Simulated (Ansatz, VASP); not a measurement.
# BAs: VASP beside Ansatz

Wanted: the spread between two codes on one cell, functional and k mesh. Valence electrons are named where the data sets of a main pair hold unlike numbers.

Method: plane waves, with VASP 6.6.1 beside it; band structure at LDA, band structure at PBE and dielectric response at LDA, in Ansatz 0.2.0.

**1. The structure**

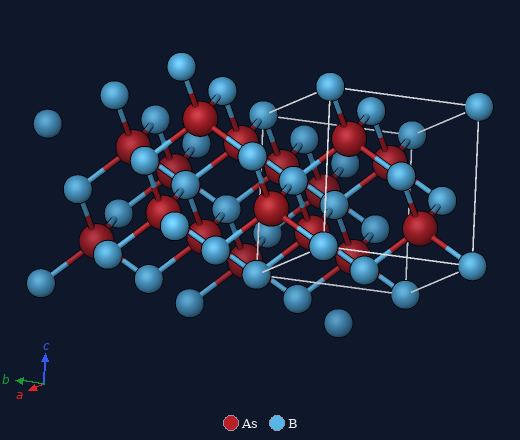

The starting structure, seen from a free direction (arsenic red, boron blue). 2×2×1 cells are drawn. This picture shows the conventional cell, with its axes. Bonds to atoms that aren't drawn are left out. Some periodic images of atoms are drawn too.

As a file:

```
As B
1.0
     0.00000    2.38850    2.38850
     2.38850    0.00000    2.38850
     2.38850    2.38850    0.00000
As B
1 1
Direct
  0.75000 0.75000 0.75000
  0.00000 0.00000 0.00000
```

**2. VASP: band structure, LDA**

The same path points are solved in both programs, so levels can be compared one by one.

Lines of VASP's logs that name or quote its potential files are left out, and so is its time.

File INCAR:

```
SYSTEM = BAs
PREC = Accurate
ENCUT = 370
EDIFF = 1E-06
NELM = 100
ISMEAR = 0
SIGMA = 0.03
LREAL = .FALSE.
ALGO = Normal
GGA = CA
NBANDS = 16
LORBIT = 11
LWAVE = .FALSE.
LCHARG = .FALSE.
KPAR = 4
```

File POSCAR:

```
BAs
1.0
    0.0000000000      2.3885000000      2.3885000000
    2.3885000000      0.0000000000      2.3885000000
    2.3885000000      2.3885000000      0.0000000000
As B
1 1
Direct
    0.7500000000      0.7500000000      0.7500000000
    0.0000000000      0.0000000000      0.0000000000
```

File KPOINTS:

```
Automatic mesh
0
Gamma
8 8 8
0 0 0
```

File KPOINTS_OPT:

```
Line mode
10
Line-mode
Reciprocal
  0.00000000   0.00000000   0.00000000 GAMMA
  0.50000000   0.00000000   0.50000000 X

  0.50000000   0.00000000   0.50000000 X
  0.50000000   0.25000000   0.75000000 W

  0.50000000   0.25000000   0.75000000 W
  0.37500000   0.37500000   0.75000000 K

  0.37500000   0.37500000   0.75000000 K
  0.00000000   0.00000000   0.00000000 GAMMA

  0.00000000   0.00000000   0.00000000 GAMMA
  0.50000000   0.50000000   0.50000000 L

  0.50000000   0.50000000   0.50000000 L
  0.62500000   0.25000000   0.62500000 U

  0.62500000   0.25000000   0.62500000 U
  0.50000000   0.25000000   0.75000000 W

  0.50000000   0.25000000   0.75000000 W
  0.50000000   0.50000000   0.50000000 L

  0.50000000   0.50000000   0.50000000 L
  0.37500000   0.37500000   0.75000000 K

  0.62500000   0.25000000   0.62500000 U
  0.50000000   0.00000000   0.50000000 X
```

Potentials, in the order of the species: As and B (LDA family, release 64).

The run is started by

```console
$ mpirun -np 4 vasp_std
```

Numbers of over 12 decimals in the logs are rounded to 6 here.

Output:

```text
[banner, memory and clock lines left out]
running    4 mpi-ranks, on    1 nodes
 distrk:  each k-point on    1 cores,    4 groups
 distr:  one band on    1 cores,    1 groups

 POSCAR found type information on POSCAR AsB
 POSCAR found :  2 types and       2 ions
 LDA part: xc-table for (Slater(with rela. corr.)+CA(PZ))
 , standard interpolation
 POSCAR, INCAR and KPOINTS ok, starting setup
 FFT: planning ... GRIDC
 FFT: planning ... GRID_SOFT
 FFT: planning ... GRID
 WAVECAR not read
 entering main loop
       N       E                     dE             d eps       ncg     rms          rms(c)
DAV:   1     0.524925777913E+01    0.52493E+01   -0.28124E+03   936   0.330E+02
DAV:   2    -0.132191546151E+02   -0.18468E+02   -0.17729E+02  1304   0.751E+01
DAV:   3    -0.136400456262E+02   -0.42089E+00   -0.42050E+00  1072   0.948E+00
DAV:   4    -0.136407202956E+02   -0.67467E-03   -0.67466E-03  1224   0.462E-01
DAV:   5    -0.136407212284E+02   -0.93275E-06   -0.93274E-06  1080   0.164E-02    0.502E+00
DAV:   6    -0.130110758292E+02    0.62965E+00   -0.15168E+00  1128   0.353E+00    0.231E+00
DAV:   7    -0.129305717525E+02    0.80504E-01   -0.16162E-01  1176   0.148E+00    0.923E-01
DAV:   8    -0.129175886230E+02    0.12983E-01   -0.17349E-02  1152   0.552E-01    0.954E-02
DAV:   9    -0.129176543898E+02   -0.65767E-04   -0.84166E-04  1008   0.131E-01    0.506E-02
DAV:  10    -0.129176492339E+02    0.51559E-05   -0.63899E-05  1152   0.330E-02    0.765E-03
DAV:  11    -0.129176492644E+02   -0.30498E-07   -0.85866E-07  1096   0.476E-03
   1 F= -.12917649E+02 E0= -.12917649E+02  d E =-.614914E-25
 Start KPOINTS_OPT (optional k-point list driver)
k-point batch [1-29\100]
       N       E                     dE             ncg
DAV:   1     0.453240274536E+03   -0.66718E+04      928
DAV:   2    -0.113550026541E+03   -0.56679E+03     1256
DAV:   3    -0.127094568671E+03   -0.13545E+02     1112
DAV:   4    -0.127115758860E+03   -0.21190E-01     1248
DAV:   5    -0.127115787668E+03   -0.28808E-04     1104
DAV:   6    -0.127115787727E+03   -0.59022E-07     1048
[...]
k-point batch [88-100\100]
       N       E                     dE             ncg
DAV:   1     0.436600439318E+04   -0.37707E+04      416
DAV:   2     0.411863301830E+04   -0.24737E+03      552
DAV:   3     0.411345165570E+04   -0.51814E+01      512
DAV:   4     0.411344309748E+04   -0.85582E-02      528
DAV:   5     0.411344308366E+04   -0.13813E-04      528
DAV:   6     0.411344308363E+04   -0.35659E-07      472
```

From OUTCAR (step 2):

```text
ion  position               nearest neighbor table
   1  0.750  0.750  0.750-   2 2.07   2 2.07   2 2.07   2 2.07
   2  0.000  0.000  0.000-   1 2.07   1 2.07   1 2.07   1 2.07

  LATTYP: Found a face centered cubic cell.
 ALAT       =     4.7770000000

 Subroutine GETGRP returns: Found 24 space group operations
 (whereof 24 operations were pure point group operations)

The static configuration has the point symmetry T_d .

 Found     29 irreducible k-points:

   k-points           NKPTS =     29   k-points in BZ     NKDIM =     29   number of bands    NBANDS=     16

   dimension x,y,z NGX =    24 NGY =   24 NGZ =   24
   dimension x,y,z NGXF=    48 NGYF=   48 NGZF=   48

   ENCUT  =  370.0 eV  27.19 Ry    5.21 a.u.   5.30  5.30  5.30*2*pi/ulx,y,z

   NELECT =       8.0000    total number of electrons

 k-points in reciprocal lattice and weights: Automatic mesh
   0.00000000  0.00000000  0.00000000       0.002
   0.12500000  0.00000000  0.00000000       0.016
   0.25000000  0.00000000  0.00000000       0.016
   0.37500000  0.00000000  0.00000000       0.016
   0.50000000  0.00000000  0.00000000       0.008
   0.12500000  0.12500000  0.00000000       0.012
   0.25000000  0.12500000  0.00000000       0.047
   0.37500000  0.12500000  0.00000000       0.047
   0.50000000  0.12500000  0.00000000       0.047
[...]
-0.37500000  0.50000000  0.12500000       0.023
  -0.25000000  0.50000000  0.25000000       0.012

 average (electrostatic) potential at core
       1 -51.9945       2 -31.9506

 E-fermi :   6.3674

 k-point     1 :       0.0000    0.0000    0.0000
  band No.  band energies     occupation
      1      -9.2192      2.00000
      2       6.1578      2.00000
      3       6.1578      2.00000
      4       6.1578      2.00000
      5       9.4066      0.00000
      6       9.4066      0.00000
      7       9.4066      0.00000
      8      10.8504      0.00000
      9      15.5134      0.00000
    ...

 k-point     2 :       0.1250    0.0000    0.0000
  band No.  band energies     occupation
      1      -8.9640      2.00000
      2       4.2027      2.00000
      3       5.7200      2.00000
      4       5.7200      2.00000
      5       9.5203      0.00000
      6       9.9813      0.00000
      7       9.9813      0.00000
      8      12.0995      0.00000
      9      16.4610      0.00000
    ...

 k-point     3 :       0.2500    0.0000    0.0000
  band No.  band energies     occupation
      1      -8.2212      2.00000
      2       1.2365      2.00000
      3       5.0112      2.00000
      4       5.0112      2.00000
      5       9.2061      0.00000
      6      10.7761      0.00000
      7      10.7761      0.00000
      8      13.9649      0.00000
      9      17.2589      0.00000
    ...

  Total       -0.5353380     -0.5353380     -0.5353380      0.0000000      0.0000000      0.0000000
  in kB      -31.4726220    -31.4726220    -31.4726220      0.0000000      0.0000000      0.0000000
  external PRESSURE =     -31.4726220 kB  Pullay stress =       0.0000000 kB

  energy-cutoff  :      370.00
  volume of cell :       27.25
      direct lattice vectors                 reciprocal lattice vectors
     0.000000000  2.388500000  2.388500000    -0.209336404  0.209336404  0.209336404
     2.388500000  0.000000000  2.388500000     0.209336404 -0.209336404  0.209336404
     2.388500000  2.388500000  0.000000000     0.209336404  0.209336404 -0.209336404

 POSITION                                       TOTAL-FORCE (eV/Angst)
 -----------------------------------------------------------------------------------
      3.58275      3.58275      3.58275        -0.000000     -0.000000     -0.000000
      0.00000      0.00000      0.00000         0.000000      0.000000      0.000000
 -----------------------------------------------------------------------------------
    total drift:                               -0.000000     -0.000000     -0.000000

  FREE ENERGIE OF THE ION-ELECTRON SYSTEM (eV)
  ---------------------------------------------------
  free  energy   TOTEN  =       -12.9176492644 eV

  energy  without entropy=      -12.9176492644  energy(sigma->0) =      -12.91764926

 total charge
# of ion       s       p       d       tot
------------------------------------------
    1        1.179   1.675   0.086   2.940
    2        0.651   1.182   0.000   1.833
--------------------------------------------------
tot          1.830   2.856   0.086   4.773

[... 3 further parts left out ...]
```

The run ends at a pressure of -3.15 GPa.

**3. Ansatz: band structure, LDA**

Ansatz runs on its default PAW (the set named soft_2) files.

The same cell, functional (in two slightly different forms), mesh and smearing now go to Ansatz, which takes its cutoff from its data sets.

File input.yaml:

```yaml
crystal:
  lattice:
    - [0.0, 2.3885, 2.3885]
    - [2.3885, 0.0, 2.3885]
    - [2.3885, 2.3885, 0.0]
  atoms:
    - { symbol: As, position: [0.75, 0.75, 0.75] }
    - { symbol: B, position: [0.0, 0.0, 0.0] }
hamiltonian:
  xc: lda
  pseudopotentials: { kind: paw }
kpoints:
  mp_grid: { grid: [8, 8, 8] }
  band_path:
    path:
      - [0.0, 0.0, 0.0]
      - [0.16667, 0.0, 0.16667]
      - [0.33333, 0.0, 0.33333]
      - [0.38889, 0.0, 0.38889]
      - [0.5, 0.0, 0.5]
      - [0.5, 0.08333, 0.58333]
      - [0.5, 0.19444, 0.69444]
      - [0.5, 0.25, 0.75]
      - [0.45833, 0.29167, 0.75]
      - [0.40278, 0.34722, 0.75]
      - [0.375, 0.375, 0.75]
      - [0.20833, 0.20833, 0.41667]
      - [0.08333, 0.08333, 0.16667]
      - [0.0, 0.0, 0.0]
      - [0.22222, 0.22222, 0.22222]
      - [0.38889, 0.38889, 0.38889]
      - [0.51389, 0.47222, 0.51389]
      - [0.55556, 0.38889, 0.55556]
      - [0.61111, 0.27778, 0.61111]
      - [0.61111, 0.25, 0.63889]
      - [0.56944, 0.25, 0.68056]
      - [0.51389, 0.25, 0.73611]
      - [0.5, 0.27778, 0.72222]
      - [0.5, 0.38889, 0.61111]
      - [0.5, 0.47222, 0.52778]
      - [0.48611, 0.48611, 0.52778]
      - [0.43056, 0.43056, 0.63889]
      - [0.38889, 0.38889, 0.72222]
      - [0.59722, 0.19444, 0.59722]
      - [0.55556, 0.11111, 0.55556]
      - [0.5, 0.0, 0.5]
    npoints: 1
scf:
  occupations: { method: gaussian, width: 0.03 }
  n_extra_bands: 7
output:
  forces: true
  stress: true
  eigenvalues: true
  write_density: true
  write_potential: true
  elf: true
  volumetric_format: npy
```

The run is started by

```console
$ ansatz run input.yaml --threads 2 --pin off --max-ram 4608MiB --backend cpu --events-out ev --progress --plain --runs-dir out
```

Output:

```text
scf.n_extra_bands = 7 over 9 filled bands (N_el = 18.0): the run solves 16 bands
Engine: ansatz 0.2.0, aarch64-unknown-linux-gnu
Pseudopotentials: kind: paw
Pseudopotential: As, paw, valence charge 15, recommended cutoff 420 eV (normal), As.paw.azcp
Pseudopotential: B, paw, valence charge 3, recommended cutoff 420 eV (normal), B.paw.azcp
Functional definition: SPW92
  exchange = slater_x
  correlation = pw_c
Crystal: 2 atoms, lattice volume = 27.252 Å³
Basis set: ecut = 420 eV, 531 PW (Γ)
Bands: 16, of which v1, the nominal top of the filled ones, is band 9 counted from 1 (8 counted from 0)
Symmetry: 24 space group operations
Space group: F-43m (ITA 216), of the structure as read, at distance tolerance 3.0e-5 Å
k-points: 29 of 512 (time reversal used)
Non-local potential: As, projectors of the file, l = 0: 2, l = 1: 2, l = 2: 3, l = 3: 1
Non-local potential: B, projectors of the file, l = 0: 2, l = 1: 2, l = 2: 1
PAW form: soft (Blöchl's): semilocal exchange-correlation on the pseudo side does not see the compensation charge
PAW frozen core: As, regenerated for the run's functional, and the local potential with it (the file was generated under x = pbe(κ = 0.804, μ = 0.219515), c = pbe(β = 0.066725))
PAW frozen core: B, regenerated for the run's functional, and the local potential with it (the file was generated under x = pbe(κ = 0.804, μ = 0.219515), c = pbe(β = 0.066725))
PAW one-centre angular grid: As, 590 points (default); XC on 64 Gauss nodes
PAW one-centre angular grid: B, 110 points (default); XC on 64 Gauss nodes
Initial density: superposition of atomic densities (neutral atoms: chi_scale 0, normalization atom), corrected by the library's trained network
Initial wavefunctions: pseudopotential atomic-orbital guess
Functional: x = slater, c = lda
SCF iter   1: F=—  HF=-4923.521702 eV  |F-HF|=—  |Δ(HF+E_count)|=         —  Δρ=7.18e-3  dr2=1.43e-2  ethr=1.77e-3  ⟨swp⟩=5.7  Hψ=2536  notcnv=0
preconditioner: auto → none  [insulator: Δε(μ)=1.139 eV  Ē_g=15.558 eV  σ=0.030 eV  W_gap=1.00  n_scr=8 (ndim 8)  ℏωp=20.1 eV  f_vac=0.001  D(μ)=0.00/eV (n_scr^D=0)  ε∞_Penn≈2.7]
SCF iter   2: F=—  HF=-4923.517384 eV  |F-HF|=—  |Δ(HF+E_count)|=   4.32e-3  Δρ=2.19e-3  dr2=8.19e-4  ethr=7.96e-5  ⟨swp⟩=2.0  Hψ=828  notcnv=0  defer=71
SCF iter   3: F=—  HF=-4923.517009 eV  |F-HF|=—  |Δ(HF+E_count)|=   3.75e-4  Δρ=1.07e-3  dr2=1.28e-4  ethr=4.55e-6  ⟨swp⟩=2.0  Hψ=776  notcnv=0  defer=71
SCF iter   4: F=—  HF=-4923.516984 eV  |F-HF|=—  |Δ(HF+E_count)|=   2.50e-5  Δρ=3.49e-4  dr2=1.28e-5  ethr=7.10e-7  ⟨swp⟩=1.0  Hψ=393  notcnv=0  defer=71
SCF iter   5: F=—  HF=-4923.516982 eV  |F-HF|=—  |Δ(HF+E_count)|=   2.29e-6  Δρ=4.80e-5  dr2=2.73e-7  ethr=7.13e-8  ⟨swp⟩=2.0  Hψ=640  notcnv=0  defer=71
SCF iter   6: F=-4923.516982 eV  HF=-4923.516982 eV  |F-HF|=1.69e-10  |Δ(HF+E_count)|=   4.58e-9  Δρ=3.60e-6  dr2=1.44e-9  ethr=5.56e-10  ⟨swp⟩=10.2  Hψ=2505  notcnv=0
SCF 1 converged in 6 iterations: F = -4923.516982 eV  dr2 = 1.44e-9
  greatest PAW one-centre occupation: 0.999 electrons in one spin orbital (limit 2), on the As atom at site 0 (counted from 0), in its partial waves of l = 2
NSCF: frozen V_eff on 31 k-points
SCF converged after 6 iterations
Free energy (F): -4923.516982 eV
Harris-Foulkes:  -4923.516982 eV  (|F-HF|=1.69e-10)
Internal energy: -4923.516982 eV  (E = F + TS)
E sigma→0 (E₀):  -4923.516982 eV
Fermi energy:    11.413105 eV
--- Per-component energies (eV) ---
  E_band       = -216.225778
  E_kinetic    = 152.620855
  E_local      = -1703.062415  (includes V_loc(G=0)·N_el)
  E_nonlocal   = -651.995900
  E_hartree    = 941.459715
  E_xc         = -111.065601
  E_vxc        = -117.900402  (∫ρ·V_xc dr)
  E_paw        = -1827.819711  (= ΣΔE_a)
  E_vpaw       = 221.191928  (= ΣTr[D̂ρ^β])
  E_aug_tail   = 0.000008  (compensation charges beyond the density's cutoff)
  E_ewald      = -1725.774997
  E_core_change = 2.121064  (= ΣΔE_core)
  E_smearing   = -0.000000  (= −TS)
  E_closure    = 0.000000  (closes the sum)
  Σ components = -4923.516982   (vs F -4923.516982, Δ=0.00e0)
--- Forces (eV/Å), atoms counted from 1 ---
  atom   1  As     0.00000000     0.00000000     0.00000000
  atom   2  B     -0.00000000     0.00000000    -0.00000000
  max |Σ_I F_I| component: 5.92e-16 eV/Å
--- Stress (GPa, compression-positive) ---
       -3.928186       0.000000      -0.000000
        0.000000      -3.928186       0.000000
       -0.000000       0.000000      -3.928186
  P = ⅓ Tr σ = -3.9282 GPa (-39.282 kbar)
--- Band table (eV; the first three rows and the last of 29) ---
  k-point 0: bands = [... 5 lower, -4.5503, 10.8415, 10.8415, 10.8415, 14.0943, 14.0943, 14.0943, 15.4883, ... 3 higher]
  k-point 1: bands = [... 5 lower, -4.2952, 8.8845, 10.4044, 10.4044, 14.1948, 14.6690, 14.6690, 16.7611, ... 3 higher]
  k-point 2: bands = [... 5 lower, -3.5532, 5.9213, 9.6964, 9.6964, 13.8744, 15.4668, 15.4668, 18.6497, ... 3 higher]
  k-point 28: bands = [... 5 lower, -0.2758, 2.9177, 5.3445, 5.6415, 16.0407, 16.6952, 17.5480, 17.8900, ... 3 higher]
```

Elapsed: 1.5 s, on 2 threads of Arm Neoverse V2, shared host; peak memory 0.28 GiB.

**4. Differences**

Known differences besides the potentials themselves: the two LDA forms differ slightly; the data sets hold 18 valence electrons in Ansatz (on its default PAW (the set named soft_2) files) and 8 in VASP; the cutoff is 420 eV in Ansatz and 370 eV in VASP; VASP's log shows a relativistic correction to its local exchange, Ansatz's none. Total energies have different zeros and are not compared.

The two programs side by side:

```csv
quantity,Ansatz,VASP,difference
pressure (GPa),-3.93,-3.15,-0.78
pressure without Ansatz's Pulay correction (GPa),-4.04,-3.15,-0.89
gap over the path points (eV),1.132,1.125,+0.007
```

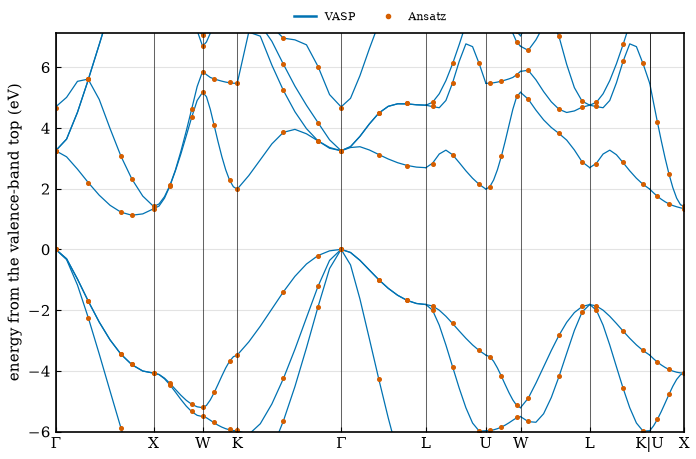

Bands from VASP (lines) and levels from Ansatz (dots). Dots without a line are higher empty bands that the VASP plot leaves out.

Levels at points of the path, from each program's valence-band top (eV; 3 filled, then empty):

```
k (reciprocal lattice)                             Ansatz                               VASP
     0.000 0.000 0.000      0.00 0.00 0.00 3.25 3.25 3.25      0.00 0.00 0.00 3.25 3.25 3.25
     0.167 0.000 0.167   -2.27 -1.71 -1.71 2.20 5.60 5.60   -2.26 -1.71 -1.71 2.20 5.59 5.59
     0.333 0.000 0.333   -5.89 -3.45 -3.45 1.23 3.08 9.07   -5.89 -3.46 -3.46 1.22 3.07 9.05
     0.389 0.000 0.389  -7.04 -3.79 -3.79 1.13 2.33 10.12  -7.04 -3.80 -3.80 1.12 2.32 10.10
     0.500 0.000 0.500  -8.41 -4.07 -4.07 1.34 1.43 11.25  -8.43 -4.08 -4.08 1.34 1.41 11.23
     0.500 0.083 0.583  -8.31 -4.46 -4.41 2.09 2.13 10.49  -8.33 -4.46 -4.42 2.09 2.11 10.46
     0.500 0.194 0.694   -8.00 -5.33 -5.09 4.37 4.63 7.93   -8.01 -5.35 -5.10 4.35 4.63 7.92
     0.500 0.250 0.750   -7.92 -5.50 -5.20 5.20 5.85 6.71   -7.94 -5.51 -5.21 5.17 5.86 6.69
     0.458 0.292 0.750   -7.95 -5.70 -4.71 4.10 5.62 7.45   -7.96 -5.71 -4.72 4.08 5.62 7.44
     0.403 0.347 0.750   -8.02 -5.93 -3.68 2.29 5.50 8.79   -8.03 -5.94 -3.69 2.28 5.49 8.78
```

Among the levels compared at these points, filled levels agree within 14 meV and empty ones within 27 meV. Ansatz's pressure holds a Pulay correction of 0.11 GPa; VASP's holds none.

(Part 1 of 2 ends here.)

[Lines on the potential files, build, host, timing and source positions are cut from VASP's logs without a mark.]

[Logs are printed without paths, hosts, clocks, repeated set-up lines and the standing remarks that a program may print on its own settings, such as how far it seeks lower states.]

[Hosts, paths, dates, database ids (printed as entryN), source tags and the programs' standing remarks are cut or masked in the printed files.]
